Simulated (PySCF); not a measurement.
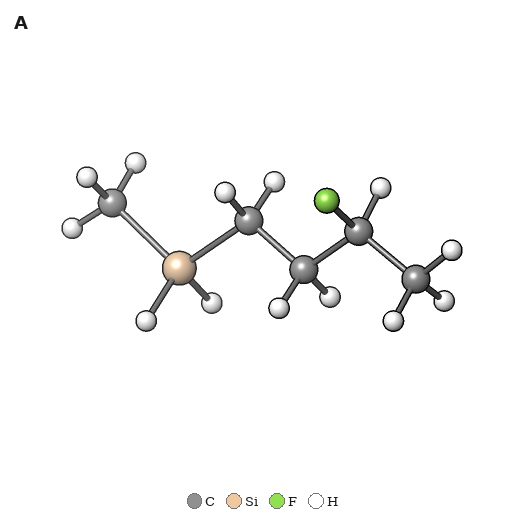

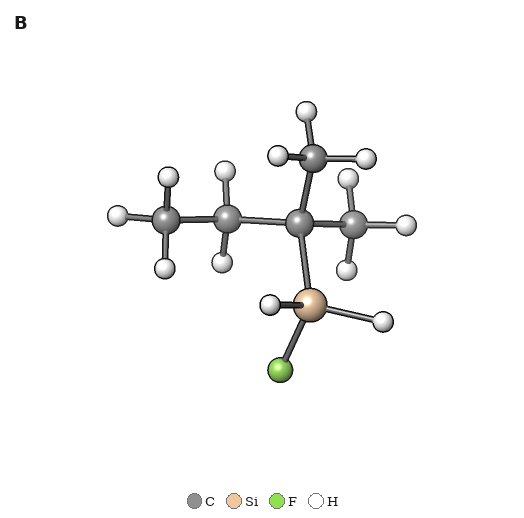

2 stationary structures of one formula. Geometries: GFN2-xTB. Electronic energies: PBE0/pcSseg-1 (PySCF 2.14.0), without zero-point energy. No frequency run is at hand to confirm each as a minimum. Each is one conformer, not always the lowest.

> Which structure is the most stable?

B is lowest; A lies 117.4 kJ/mol above it. A is `C[SiH2]CC[C@H](C)F`, B is `CCC(C)(C)[SiH2]F`.

The geometry is semi-empirical. Around Si such bond lengths and angles can be off by a tenth of an ångström or more and by several degrees, and values that hang on the shape move with them.
